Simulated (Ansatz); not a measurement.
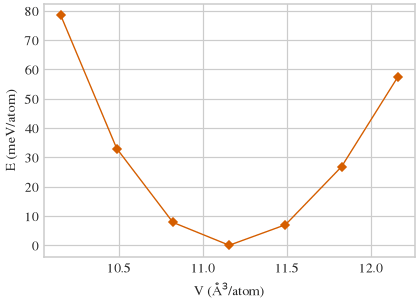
*ZrO₂ (fluorite, Fm-3m) under volume change, plane-wave PAW PBE (Ansatz code), scaled uniformly.*

Problem. What does a third-order Birch–Murnaghan fit give for V₀, B₀ and B′?

Solution. V₀ = 11.16 Å³/atom, B₀ = 236 GPa, B′ = 4.2.

This is a known high-temperature phase of the composition, computed here at zero pressure and temperature. The PBE relaxation kept the symmetry of its start; whether a distortion lowers the energy is not shown. The run is not spin-polarised.

Potentials: the later of the program's two PAW sets.
